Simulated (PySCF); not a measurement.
## Electronic structure of C$_{6}$H$_{9}$NSi in real space

```xyz
17

C     2.4771   -0.5030   -0.2514
C     1.3978    0.4620   -0.7349
C     0.1192    0.2459   -0.0015
C    -0.6672    1.1334    0.6178
C    -1.8073    0.3288    1.2049
C    -3.0844    0.6606    0.6780
N    -4.1080    0.9034    0.2220
Si   -0.9528   -1.2529    0.4340
H     3.3990   -0.3549   -0.8084
H     2.6816   -0.3456    0.8053
H     2.1483   -1.5316   -0.3874
H     1.2271    0.2981   -1.8031
H     1.7293    1.4953   -0.6017
H    -0.5651    2.2045    0.7037
H    -1.8509    0.3704    2.2958
H    -0.4622   -2.1859    1.4459
H    -1.6883   -1.9166   -0.6358
```

Geometry: GFN2-xTB.

Theory: PBE0/def2-SVPD, SCF density, gas phase in PySCF.

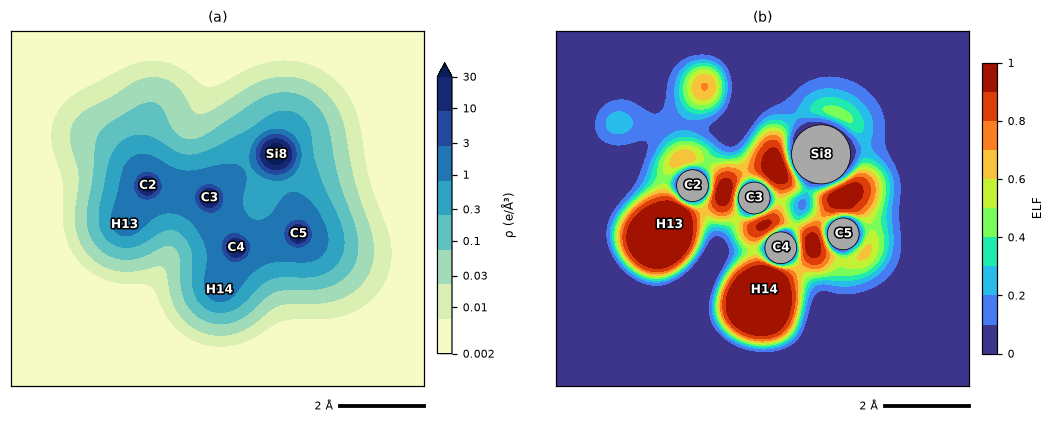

Figure 1. (a) electron density; (b) electron localisation function on the plane of atoms C3, Si8 and C5. Grey discs cover the atomic cores in the ELF map.

> Describe what can be read from this map.

The plane passes through C, Si and H nuclei. C–C (1.34 Å): the density is about 2.3 e/Å³ at the midpoint; the ELF peaks at about 0.90 between the atoms; a short, multiple covalent bond. C–Si (1.89 Å): ρ is about 0.9 e/Å³ halfway; the ELF peaks at about 0.95 between the atoms, as expected for a covalent bond. C–H (1.08 Å): ρ is about 2 e/Å³ halfway; the ELF climbs to about 1 towards the hydrogen, as it does in any bond to H; an ordinary covalent bond to hydrogen. C–C (1.49 Å): ρ at the midpoint is about 1.7 e/Å³; the ELF peaks at about 0.95 between the atoms: localised, covalent bonding. C–Si (1.96 Å): ρ at the midpoint is about 0.82 e/Å³; the ELF peaks at about 0.95 between the atoms; localised, covalent bonding.

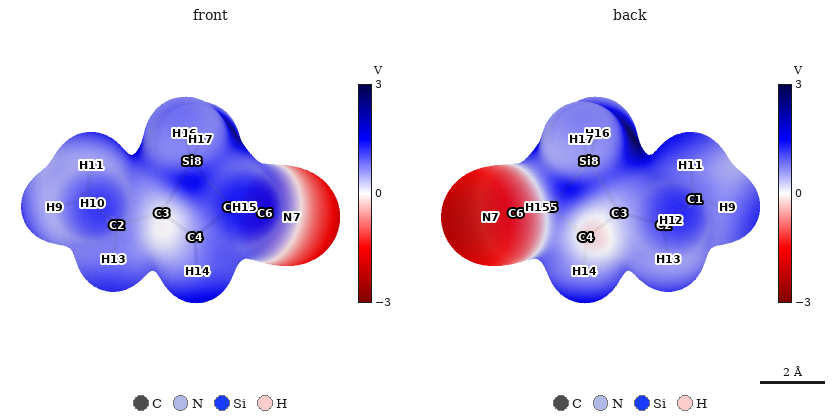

Figure 2. The molecular electrostatic potential painted on the density surface at 0.004 e/bohr³, seen from the front and from behind; the colour scale runs from red (negative) to blue (positive).

> Describe the electrostatic potential map.

The most negative region (about −2.3 V) lies over N7, the most positive (about +2.6 V) over Si8. N7 is the likeliest acceptor of a hydrogen bond.
